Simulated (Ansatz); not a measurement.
## Two runs on C$_{2}$H$_{2}$B$_{2}$

System: C$_{2}$H$_{2}$B$_{2}$, SMILES B1C2=C1B2.
Method of run 1: RKS B3LYP-D4/def2-TZVPP (Ansatz 0.2.0).

Text and figures count atoms from 1; the logs count them from 0 in places.

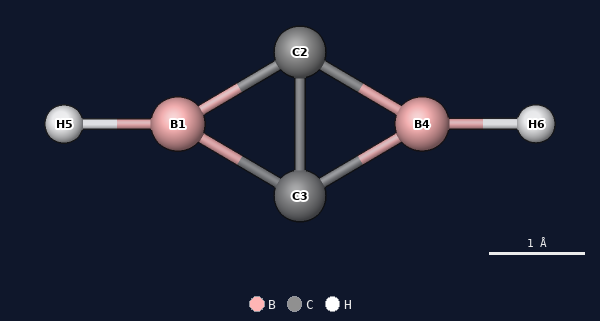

The input geometry (ball-and-stick view, seen on its broad side; atoms are numbered from 1 in the order of the input).

## Input, run 1
```yaml
crystal:
  periodic: [false, false, false]
  atoms:
    - { symbol: B, position_ang: [-1.22603619, -0.01579825, -0.38444483] }
    - { symbol: C, position_ang: [-0.22706754, -0.00350848, 0.72470392] }
    - { symbol: C, position_ang: [0.22720065, 0.00349175, -0.72510932] }
    - { symbol: B, position_ang: [1.22616495, 0.01580444, 0.38405311] }
    - { symbol: H, position_ang: [-2.3700983, -0.03053662, -0.74300107] }
    - { symbol: H, position_ang: [2.37023643, 0.03055717, 0.7425782] }
basis:
  gaussian: { orbitals: def2-TZVPP }
hamiltonian:
  xc: { name: B3LYP }
  dispersion: d4
relax:
  f_tol: 0.002
  max_steps: 150
```

Command:
```bash
ansatz run input.yaml --threads 4 --pin off --max-ram 10240MiB --backend cpu --events-out ev --progress --plain --runs-dir out
```

Hardware: 4 threads of Intel Xeon (Sapphire Rapids), 64 GiB of memory available, shared host.

## Output, shortened to warnings, some set-up lines, iterations and results (run 1)
```
[...]
mean field evaluation 1: about -3451.5055 eV, gradient 4.6e1 eV
mean field evaluation 2: about -3448.9242 eV, gradient 5.5e1 eV
mean field evaluation 4: about -3457.0053 eV, gradient 1.6e0 eV
mean field evaluation 8: about -3457.0093 eV, gradient 8.4e-3 eV
mean field evaluation 16: about -3457.0098 eV, gradient 1.2e-5 eV
relax step   1: F+E_penalty+E_count = -3457.16993685 eV  Δ(F+E_penalty+E_count) = +0.000e0 eV  max|allowed force component| = 6.207e-1 eV/Å  Δτ_max = 0.0000 Å  (31 SCF iters, …
relax step   2: F+E_penalty+E_count = -3457.20369416 eV  Δ(F+E_penalty+E_count) = -3.376e-2 eV  max|allowed force component| = 3.292e-1 eV/Å  Δτ_max = 0.0314 Å  (32 SCF …
mean field evaluation 32: about -3457.0471 eV, gradient 1.8e-5 eV
relax step   3: F+E_penalty+E_count = -3457.20794095 eV  Δ(F+E_penalty+E_count) = -4.247e-3 eV  max|allowed force component| = 1.065e-1 eV/Å  Δτ_max = 0.0126 Å  (33 SCF …
relax step   4: F+E_penalty+E_count = -3457.20823756 eV  Δ(F+E_penalty+E_count) = -2.966e-4 eV  max|allowed force component| = 4.114e-2 eV/Å  Δτ_max = 0.0017 Å  (32 SCF …
relax step   5: F+E_penalty+E_count = -3457.20828105 eV  Δ(F+E_penalty+E_count) = -4.349e-5 eV  max|allowed force component| = 3.503e-2 eV/Å  Δτ_max = 0.0014 Å  (34 SCF …
relax step   6: F+E_penalty+E_count = -3457.20830174 eV  Δ(F+E_penalty+E_count) = -2.069e-5 eV  max|allowed force component| = 1.146e-4 eV/Å  Δτ_max = 0.0004 Å  (34 SCF …
mean field evaluation 64: about -3457.0475 eV, gradient 2.7e-5 eV
mean field -3457.04747896 eV, -127.0441515809 hartree, gradient 2.7e-5 eV, S^2 0.000000; 1 other end points of the search recorded, 0 dependent functions left out
the calculation of the forces begins
reference -3457.04772074 eV, -127.0441604660 hartree; 12, 12 occupied and 140, 140 virtual orbitals, 816 factors
Total energy: -3457.20854352 eV, -127.0500705941 hartree
Atom 0 at    -1.210717    -0.015602    -0.379652 Å, force     0.000113    -0.000035     0.000039 eV/Å
Atom 1 at    -0.224684    -0.003473     0.717096 Å, force     0.000008     0.000039    -0.000027 eV/Å
Atom 2 at     0.224817     0.003454    -0.717501 Å, force    -0.000006     0.000038     0.000019 eV/Å
Atom 3 at     1.210850     0.015606     0.379245 Å, force    -0.000114    -0.000038    -0.000033 eV/Å
Atom 4 at    -2.329880    -0.030016    -0.730388 Å, force    -0.000049    -0.000003    -0.000014 eV/Å
Atom 5 at     2.330013     0.030041     0.729981 Å, force     0.000048    -0.000001     0.000016 eV/Å
Dipole moment:    -0.000000     0.000002     0.000000 e Å
```

Run 2 used a changed input.

## The two runs side by side

```csv
quantity,run 1,run 2
outcome,converged,converged
total energy (hartree),−127.050071,−126.954496
largest force (eV/Å),0.000,0.000
basis functions,152,152
wall time (shared host),8.2 s,8 s
```

What was changed in the input?

The change (lines with − go, lines with + come):
```diff
-  xc: { name: B3LYP }
+  xc: r2scan
```

The total energies belong to different methods, so their difference says nothing on which is more stable or more accurate. The functional changes from B3LYP to r2SCAN.

## Output, shortened to warnings, some set-up lines, iterations and results (run 2)
```
[...]
mean field evaluation 1: about -3448.9456 eV, gradient 4.7e1 eV
mean field evaluation 2: about -3445.8383 eV, gradient 5.7e1 eV
mean field evaluation 4: about -3454.5576 eV, gradient 1.9e0 eV
mean field evaluation 8: about -3454.5710 eV, gradient 3.7e-2 eV
mean field evaluation 16: about -3454.5581 eV, gradient 1.7e-5 eV
relax step   1: F+E_penalty+E_count = -3454.57983327 eV  Δ(F+E_penalty+E_count) = +0.000e0 eV  max|allowed force component| = 5.463e-1 eV/Å  Δτ_max = 0.0000 Å  (29 SCF iters, …
relax step   2: F+E_penalty+E_count = -3454.60497219 eV  Δ(F+E_penalty+E_count) = -2.514e-2 eV  max|allowed force component| = 2.170e-1 eV/Å  Δτ_max = 0.0278 Å  (33 SCF …
mean field evaluation 32: about -3454.5859 eV, gradient 2.2e-5 eV
relax step   3: F+E_penalty+E_count = -3454.60766589 eV  Δ(F+E_penalty+E_count) = -2.694e-3 eV  max|allowed force component| = 6.817e-2 eV/Å  Δτ_max = 0.0109 Å  (33 SCF …
relax step   4: F+E_penalty+E_count = -3454.60776571 eV  Δ(F+E_penalty+E_count) = -9.982e-5 eV  max|allowed force component| = 3.531e-2 eV/Å  Δτ_max = 0.0009 Å  (34 SCF …
relax step   5: F+E_penalty+E_count = -3454.60779098 eV  Δ(F+E_penalty+E_count) = -2.526e-5 eV  max|allowed force component| = 2.712e-2 eV/Å  Δτ_max = 0.0012 Å  (33 SCF …
relax step   6: F+E_penalty+E_count = -3454.60780591 eV  Δ(F+E_penalty+E_count) = -1.494e-5 eV  max|allowed force component| = 2.276e-4 eV/Å  Δτ_max = 0.0005 Å  (34 SCF …
mean field evaluation 64: about -3454.5860 eV, gradient 2.2e-5 eV
mean field -3454.58604247 eV, -126.9536954584 hartree, gradient 2.4e-5 eV, S^2 0.000000; 1 other end points of the search recorded, 0 dependent functions left out
the calculation of the forces begins
reference -3454.58605474 eV, -126.9536959092 hartree; 12, 12 occupied and 140, 140 virtual orbitals, 816 factors
Total energy: -3454.60781818 eV, -126.9544957007 hartree
Atom 0 at    -1.211919    -0.015616    -0.380029 Å, force     0.000224    -0.000065     0.000079 eV/Å
Atom 1 at    -0.225797    -0.003496     0.720649 Å, force     0.000000     0.000066    -0.000003 eV/Å
Atom 2 at     0.225930     0.003465    -0.721054 Å, force     0.000003     0.000066    -0.000013 eV/Å
Atom 3 at     1.212053     0.015623     0.379622 Å, force    -0.000228    -0.000071    -0.000063 eV/Å
Atom 4 at    -2.334066    -0.030065    -0.731700 Å, force    -0.000103     0.000000    -0.000032 eV/Å
Atom 5 at     2.334199     0.030100     0.731293 Å, force     0.000102     0.000003     0.000032 eV/Å
Dipole moment:     0.000000     0.000004    -0.000001 e Å
```
